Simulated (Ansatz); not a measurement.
System: a (110) slab cut from TiAl (P4/mmm), of composition Ti4Al4O (not the bulk's), ended by TiAl planes, 9 atoms in the cell. Starting structure of the relaxation:

```
Ti Al O
1.0
     3.95295    0.00000    0.00000
     0.00000    4.03874    0.00000
     0.00000    0.00000   24.92943
Ti Al O
4 4 1
Cartesian
  1.9765 0.0000 8.5000
  0.0000 0.0000 10.4765
  1.9765 0.0000 12.4375
  0.0000 0.0000 14.3478
  0.0000 2.0194 8.5000
  1.9765 2.0194 10.4765
  0.0000 2.0194 12.4776
  1.9765 2.0194 14.4099
  0.9882 3.0291 16.1299
```

Computed with Ansatz: DFT PBEsol, scalar-relativistic, plane waves, PAW, no spin polarisation, 7×7×1 k mesh, 420 eV cutoff.

What does the potential across the slab give for the work function?

The work function is 3.54 eV at the right face and 4.14 eV at the left. The vacuum level is 0.60 eV higher at the left than at the right, so the slab carries a dipole along its normal; the ramp in the vacuum, at or near the edge of the plot, is the dipole correction that keeps each side flat. Some atoms were held fixed in the relaxation, which can itself make the faces differ. The outermost atoms are 6.7 Å apart, which leaves 18.3 Å of vacuum in a cell 24.9 Å high.

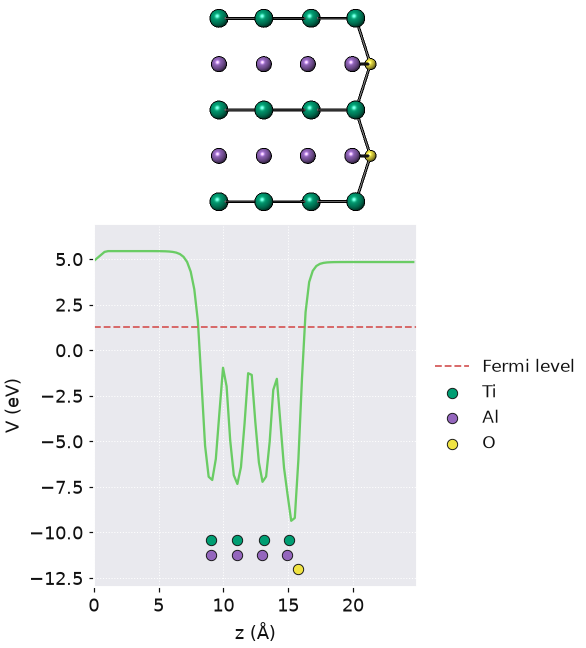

Plane-averaged electrostatic potential energy of an electron across the slab; circles at the bottom mark the heights of the atoms (positions after relaxation). The structure is drawn too.
